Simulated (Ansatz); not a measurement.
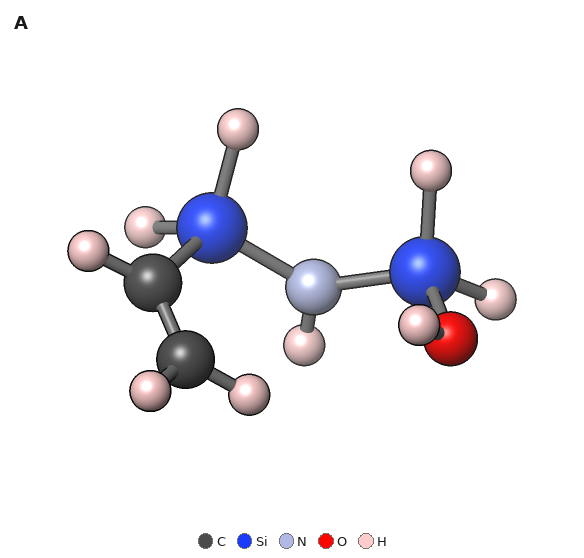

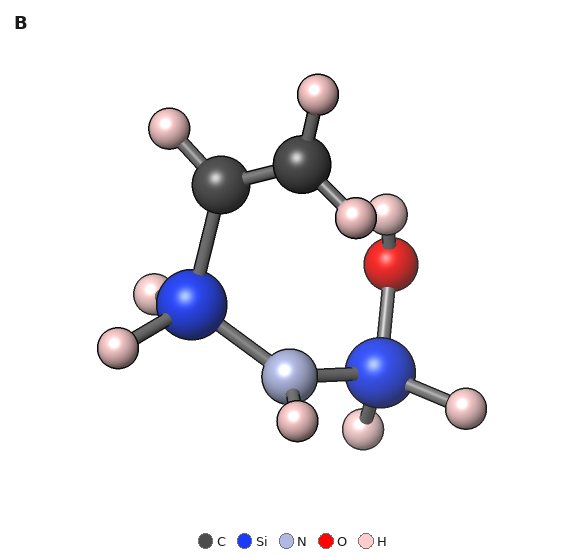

2 stationary structures of one formula. Geometries: PBE0-D4/def2-TZVP. Electronic energies: PBE0-D4/def2-TZVP (Ansatz 0.2.0), without zero-point energy. No frequency run is at hand to confirm each as a minimum.

**Are they conformers, stereoisomers or constitutional isomers?**

They are conformers of C2H9NOSi2: `C=C[SiH2]N[SiH2]O`.

**Which structure is the most stable?**

A is lowest; B lies 0.033 eV above it.

Give E(B) − E(A) in eV at these levels too: PBE0-D4/def2-TZVPP; r2SCAN-D4/def2-TZVPP; PBE0-D4/def2-TZVP; PBE-D4/def2-TZVPP; B3LYP-D4/def2-TZVPP.

```tsv
level	E(B) − E(A) (eV)
PBE0-D4/def2-TZVPP	+0.035
r2SCAN-D4/def2-TZVPP	+0.027
PBE0-D4/def2-TZVP	+0.033
PBE-D4/def2-TZVPP	+0.039
B3LYP-D4/def2-TZVPP	+0.031
```
